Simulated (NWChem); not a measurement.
**Si2H4ClOF (SMILES O[SiH](F)[SiH2]Cl) at 6 levels**

Wanted: a comparison of 6 runs (HF/def2-SVP, PBE0/STO-3G, r2SCAN/STO-3G, B2PLYP/6-31G, BP86/6-31G**, PBE0/def2-SVP) of Si2H4ClOF. 

Program for the calculation: NWChem 7.3.0.

## Step 1: The structure to begin with

Si2H4ClOF has 9 atoms, charge 0, and is taken as a singlet. As SMILES, `O[SiH](F)[SiH2]Cl`. The shape is that of a PBE0-D4/def2-TZVP optimisation. This is one conformer, not always the lowest.

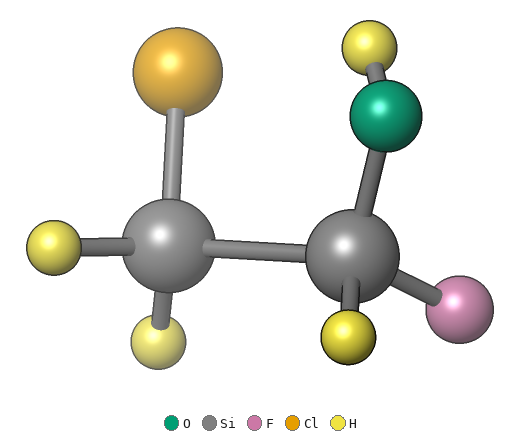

The structure, seen from a chosen angle (oxygen teal, silicon grey, fluorine pink, chlorine amber, hydrogen yellow).

## Step 2: Energy and gradient at HF/def2-SVP (run 1)

nw.nw

```
start nw
memory 2200 mb
geometry units angstroms noautosym nocenter noautoz
O      1.043000     1.651000    -0.367700
Si     1.004200     0.025100    -0.491700
F      0.857200    -0.434900    -2.016400
Si    -0.895400    -0.758300     0.651900
Cl    -2.303800     0.741300     0.380900
H      0.203500     2.117100    -0.396500
H      2.311600    -0.468900    -0.009000
H     -1.463400    -2.020600     0.119200
H     -0.668000    -0.898100     2.112300
end
basis spherical bse
* library def2-SVP
end
scf
singlet
rhf
thresh 1e-08
maxiter 80
noprint "final vectors analysis"
end
task scf gradient
```

On the command line:

```console
nwchem nw.nw > nw.out
```

The program printed:

```text
[...]
  functions       =   102
[...]
  wavefunction    = RHF
[...]
         Total SCF energy =  -1213.678394774481
      One-electron energy =  -2410.532485322830
      Two-electron energy =    831.435512971627
 Nuclear repulsion energy =    365.418577576723
        Time for solution =     11.7s
[...]
                         RHF ENERGY GRADIENTS
    atom               coordinates                        gradient
                 x          y          z           x          y          z
   1 O       1.970984   3.119938  -0.694852    0.017834  -0.010018   0.000967
   2 Si      1.897663   0.047432  -0.929178   -0.011064   0.001810  -0.009445
   3 F       1.619873  -0.821842  -3.810443    0.001735   0.001889   0.008511
   4 Si     -1.692061  -1.432979   1.231912   -0.001598   0.009286  -0.004069
   5 Cl     -4.353551   1.400854   0.719797    0.005739  -0.006297   0.001209
   6 H       0.384559   4.000739  -0.749276   -0.014892   0.005190  -0.000124
   7 H       4.368291  -0.886093  -0.017008    0.004439   0.000395   0.001077
   8 H      -2.765425  -3.818380   0.225255   -0.001975  -0.002262  -0.001008
   9 H      -1.262337  -1.697163   3.991668   -0.000219   0.000006   0.002881
[...]
```

Wall time 17 s (1 thread of AMD EPYC 7R13 (Zen 3), shared host); peak memory 0.1 GiB.

## Step 3: Energy and gradient at PBE0/STO-3G (run 2)

run.py

```python
from ase import Atoms
from ase.calculators.nwchem import NWChem

system = Atoms('OSiFSiClHHHH', positions=[
    [1.043000, 1.651000, -0.367700],
    [1.004200, 0.025100, -0.491700],
    [0.857200, -0.434900, -2.016400],
    [-0.895400, -0.758300, 0.651900],
    [-2.303800, 0.741300, 0.380900],
    [0.203500, 2.117100, -0.396500],
    [2.311600, -0.468900, -0.009000],
    [-1.463400, -2.020600, 0.119200],
    [-0.668000, -0.898100, 2.112300],
])

calc = NWChem(
    label='mymol',
    theory='dft',
    memory='2200 mb',
    basis='STO-3G',
    basispar='spherical bse',
    dft={'xc': 'pbe0', 'mult': '1', 'grid': 'xfine', 'convergence': 'energy 1e-08', 'iterations': '100', 'mulliken': None},
)
system.calc = calc

forces = system.get_forces()
print(f"energy = {system.get_potential_energy():.6f} eV")
print("forces (eV/A):")
for s, f in zip(system.symbols, forces):
    print(f"{s:2s} {f[0]:10.5f} {f[1]:10.5f} {f[2]:10.5f}")
print("dipole (e A):", system.get_dipole_moment().round(4))
```

On the command line:

```console
export ASE_NWCHEM_COMMAND="nwchem PREFIX.nwi > PREFIX.nwo"
python run.py
```

The program printed:

```text
energy = -32707.794704 eV
forces (eV/A):
O     3.25826    0.73292    0.24066
Si   -0.68839   -1.50898    1.74804
F    -0.06243   -0.36366   -1.53721
Si    1.49139   -1.22246    0.25644
Cl   -0.66098    0.57906   -0.03296
H    -2.61111    0.70716   -0.17262
H    -0.62817    0.28786   -0.04278
H     0.20358    0.73657    0.36983
H    -0.30210    0.05152   -0.82934
dipole (e A): [ 0.2715 -0.3504  0.116 ]
```

The calculator wrote mymol.nwi:

```
title "mymol"

permanent_dir mymol

scratch_dir mymol

start mymol

geometry units angstrom nocenter noautosym noautoz
  O  1.0429999999999999e+00 1.6510000000000000e+00 -3.6770000000000003e-01
  Si 1.0042000000000000e+00 2.5100000000000001e-02 -4.9170000000000003e-01
  F  8.5719999999999996e-01 -4.3490000000000001e-01 -2.0164000000000000e+00
  Si -8.9539999999999997e-01 -7.5829999999999997e-01 6.5190000000000003e-01
  Cl -2.3037999999999998e+00 7.4129999999999996e-01 3.8090000000000002e-01
  H  2.0349999999999999e-01 2.1171000000000002e+00 -3.9650000000000002e-01
  H  2.3115999999999999e+00 -4.6889999999999998e-01 -8.9999999999999993e-03
  H  -1.4634000000000000e+00 -2.0206000000000000e+00 1.1920000000000000e-01
  H  -6.6800000000000004e-01 -8.9810000000000001e-01 2.1122999999999998e+00
end

memory 2200 mb

basis spherical bse noprint
   * library STO-3G
end

dft
  xc pbe0
  mult 1
  grid xfine
  convergence energy 1e-08
  iterations 100
  mulliken
end

task dft gradient
```

mymol.nwo:

```text
Northwest Computational Chemistry Package (NWChem) 7.3.0
             --------------------------------------------------------

           Job information
           ---------------

    nwchem branch   = 7.3.0
    use scalapack   = T
    input           = mymol.nwi
    prefix          = mymol.
    data base       = mymol/mymol.db
    status          = startup
    nproc           =        1

           Memory information
           ------------------

    heap     =     72089596 doubles =      550.0 Mbytes
    stack    =     72089601 doubles =      550.0 Mbytes
    global   =    144179200 doubles =     1100.0 Mbytes (distinct from heap & stack)
    total    =    288358397 doubles =     2200.0 Mbytes
    verify   = yes
    hardfail = no

[... 110 lines left out ...]
  convergence criterion.
[... 41 lines left out ...]
          Spatial weights used:  Erf1
[... 77 lines left out ...]
         Total DFT energy =    -1201.989295012002
[... 3 lines left out ...]
 Nuclear repulsion energy =      365.418577576722
[... 369 lines left out ...]
          Convergence on gradient requested:  5.00D-04
[... 28 lines left out ...]
          total energy or number of iterations.
[... 26 lines left out ...]
                         DFT ENERGY GRADIENTS

    atom               coordinates                        gradient
                 x          y          z           x          y          z
   1 O       1.970984   3.119938  -0.694852   -0.063363  -0.014253  -0.004680
   2 Si      1.897663   0.047432  -0.929178    0.013387   0.029345  -0.033994
   3 F       1.619873  -0.821842  -3.810443    0.001214   0.007072   0.029894
[... 5 lines of this table left out ...]
   9 H      -1.262337  -1.697163   3.991668    0.005875  -0.001002   0.016128

                 ----------------------------------------
                 |  Time  |  1-e(secs)   |  2-e(secs)   |
                 ----------------------------------------
                 |  CPU   |       0.00   |       0.80   |
                 ----------------------------------------
                 |  WALL  |       0.00   |       0.80   |
                 ----------------------------------------

 Task  times  cpu:       11.3s     wall:       11.3s
 Total times  cpu:       11.3s     wall:       11.3s
```

It took 13 s on 1 thread of AMD EPYC 7R13 (Zen 3), shared host; peak memory 0.14 GiB.

Run 3 isn't shown in full; the table further down has it.

## Step 4: A single-point energy at B2PLYP/6-31G (run 4)

work.nw

```
start work
memory stack 880 mb heap 220 mb global 1100 mb

geometry units angstroms noautosym nocenter noautoz
 O      1.043000     1.651000    -0.367700
 Si     1.004200     0.025100    -0.491700
 F      0.857200    -0.434900    -2.016400
 Si    -0.895400    -0.758300     0.651900
 Cl    -2.303800     0.741300     0.380900
 H      0.203500     2.117100    -0.396500
 H      2.311600    -0.468900    -0.009000
 H     -1.463400    -2.020600     0.119200
 H     -0.668000    -0.898100     2.112300
end

basis spherical bse
 * library 6-31G
end

dft
 xc hfexch 0.53 becke88 0.47 lyp 0.73 mp2 0.27
 dftmp2 semidirect
 mult 1
 grid xfine
 convergence energy 1e-08
 iterations 100
 mulliken
end

mp2
 freeze core 17
end

task dft
```

On the command line:

```console
nwchem work.nw > work.out
```

The program printed:

```text
[...]
          Wavefunction type:  closed shell.
          No. of atoms     :     9
          No. of electrons :    66
[...]
          Charge           :     0
          Spin multiplicity:     1
[...]
          AO basis - number of functions:    65
[...]
              XC Information
              --------------
                     Hartree-Fock (Exact) Exchange  0.530
                    Becke 1988 Exchange Functional  0.470
              Lee-Yang-Parr Correlation Functional  0.730
[...]
 d= 0,ls=0.0,diis     1  -1215.6970099241 -1.58D+03  2.10D-02  7.30D-01     2.9
[...]
 d= 0,ls=0.0,diis    10  -1215.7992239601 -6.62D-10  5.86D-07  7.02D-10    21.2
         Total DFT energy =    -1215.799223960134
      One electron energy =    -2410.100579088571
           Coulomb energy =      918.948376563672
    Exchange-Corr. energy =      -90.065599011958
 Nuclear repulsion energy =      365.418577576723
[...]
      Total Density - Mulliken Population Analysis
     ---------------------------------------------
    Atom       Charge   Shell Charges
 -----------   ------   -------------------------------------------------------
    1 O    8     8.85   2.00  0.89  2.94  1.00  2.03
    2 Si  14    12.80   2.00  2.00  5.97  0.99  1.63  0.09  0.13
    3 F    9     9.50   2.00  0.92  3.31  1.06  2.21
    4 Si  14    13.58   2.00  2.00  5.97  1.05  2.02  0.32  0.22
    5 Cl  17    17.36   2.00  2.00  5.98  1.38  3.63  0.62  1.75
    6 H    1     0.56   0.48  0.08
    7 H    1     1.15   0.51  0.64
    8 H    1     1.09   0.50  0.59
    9 H    1     1.10   0.50  0.60
[...]
  Basis functions       =     65
[...]
```

Wall time 24 s (1 thread of AMD EPYC 7R13 (Zen 3), shared host); peak memory 0.17 GiB.

Run 5 isn't shown in full; the table further down has it.

## Step 5: Energy and forces at PBE0/def2-SVP (run 6)

clfh4osi2.nw

```
start clfh4osi2
title "ClFH4OSi2"
memory 2200 mb
charge 0

geometry units angstroms noautosym nocenter noautoz
   O        1.043000       1.651000      -0.367700
   Si       1.004200       0.025100      -0.491700
   F        0.857200      -0.434900      -2.016400
   Si      -0.895400      -0.758300       0.651900
   Cl      -2.303800       0.741300       0.380900
   H        0.203500       2.117100      -0.396500
   H        2.311600      -0.468900      -0.009000
   H       -1.463400      -2.020600       0.119200
   H       -0.668000      -0.898100       2.112300
end

basis spherical bse
   * library def2-SVP
end

dft
   xc pbe0
   grid fine
   convergence energy 1e-08
   maxiter 100
   mulliken
end

task dft gradient
```

On the command line:

```console
nwchem clfh4osi2.nw > clfh4osi2.out
```

The program printed:

```text
[...]
          Wavefunction type:  closed shell.
          No. of atoms     :     9
          No. of electrons :    66
[...]
          Charge           :     0
          Spin multiplicity:     1
[...]
          AO basis - number of functions:   102
[...]
              XC Information
              --------------
                         PBE0 Method XC Functional
                     Hartree-Fock (Exact) Exchange  0.250
          PerdewBurkeErnzerhof Exchange Functional  0.750
            Perdew 1991 LDA Correlation Functional  1.000 local
           PerdewBurkeErnz. Correlation Functional  1.000 non-local
[...]
 d= 0,ls=0.0,diis     1  -1215.6582305262 -1.58D+03  1.47D-02  9.19D-01     2.0
[...]
 d= 0,ls=0.0,diis    10  -1215.7641799562 -1.88D-09  2.45D-07  1.02D-09    16.1
         Total DFT energy =    -1215.764179956234
      One electron energy =    -2411.202194598246
           Coulomb energy =      920.225101289704
    Exchange-Corr. energy =      -90.205664224414
 Nuclear repulsion energy =      365.418577576723
[...]
  wavefunction    = closed shell
                         DFT ENERGY GRADIENTS
    atom               coordinates                        gradient
                 x          y          z           x          y          z
   1 O       1.970984   3.119938  -0.694852   -0.001932  -0.010642  -0.001414
   2 Si      1.897663   0.047432  -0.929178   -0.001890   0.005680  -0.015943
   3 F       1.619873  -0.821842  -3.810443    0.002515   0.005592   0.018224
   4 Si     -1.692061  -1.432979   1.231912   -0.003815   0.001524   0.000904
   5 Cl     -4.353551   1.400854   0.719797    0.003553  -0.005147   0.001290
   6 H       0.384559   4.000739  -0.749276    0.003176  -0.001527   0.000003
   7 H       4.368291  -0.886093  -0.017008   -0.001370   0.001243  -0.001088
   8 H      -2.765425  -3.818380   0.225255    0.000590   0.002712   0.000811
   9 H      -1.262337  -1.697163   3.991668   -0.000826   0.000565  -0.002786
[...]
```

It took 23 s on 1 thread of AMD EPYC 7R13 (Zen 3), shared host; peak memory 0.12 GiB.

## Step 6: Overview of the runs

| run | level | iteration cap | module | energy (Eh) | dipole moment (D) | largest force (eV/Å) | wall time |
| --- | --- | --- | --- | --- | --- | --- | --- |
| 1 | HF/def2-SVP | 80 | scf | -1213.678395 | 1.67 | 1.053 | 17 s |
| 2 | PBE0/STO-3G | 100 | dft | -1201.989295 | 2.20 | 3.348 | 13 s |
| 3 | r2SCAN/STO-3G | 100 | dft | -1202.407258 | 2.04 | 3.562 | 17 s |
| 4 | B2PLYP/6-31G | 100 | dft | -1215.930559 | 2.79 | – | 24 s |
| 5 | BP86/6-31G** (spherical functions) | 100 | dft | -1216.832760 | 1.17 | 1.141 | 36 s |
| 6 | PBE0/def2-SVP | 100 | dft | -1215.764180 | 1.26 | 0.989 | 23 s |

## Step 7: Results

| quantity | value |
| --- | --- |
| run 6: total energy | -1215.76418 Eh |
| run 6: dipole moment | 1.26 D |
| run 6: HOMO energy | -8.13 eV |
| run 6: LUMO energy | -0.73 eV |
| run 6: HOMO–LUMO gap | 7.40 eV |
| run 6: largest force on an atom | 0.989 eV/Å |

What this shows: The dipole moment (its size) runs from 1.17 D (BP86/6-31G**) to 2.79 D (B2PLYP/6-31G). The two ends differ in method and basis. A double hybrid's value is that of its SCF part. Over runs 2, 3, 4, 5, 6 the HOMO–LUMO gap runs from 5.20 eV (BP86/6-31G**) to 9.54 eV (B2PLYP/6-31G). Totals of different functionals can't be ranked against each other. In runs 2, 3 the basis is minimal, so the values are rough. All runs together took 2.2 min, the longest 36 s.
